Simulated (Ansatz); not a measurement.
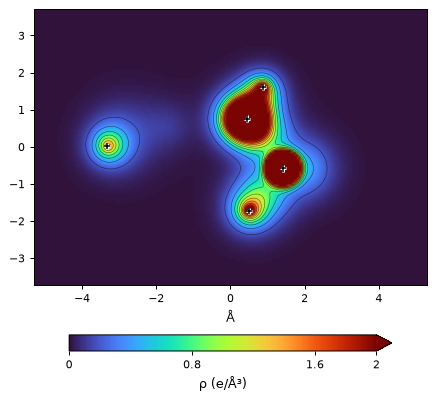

The total electron density on a plane through atoms (crosses mark nuclei in the plane).

These are results of Ansatz 0.2.0, RKS PBE0-D4/def2-TZVPPD, not measurements.

Candidates:
A. NH$_{4}$···FH$_{3}$Si (SMILES [NH4+].[SiH3]F) (charge +1)
B. H$_{2}$S···H$_{4}$OSi (SMILES S.[SiH3]O)

**Which system is this?**

Candidate B: H$_{2}$S···H$_{4}$OSi on the plane of atoms Si4, O5 and H9, which holds H, Si and O. Si–O (1.66 Å): the density is about 1.1 e/Å³ at the midpoint. O–H (0.96 Å): the density is about 3.8 e/Å³ at the midpoint.
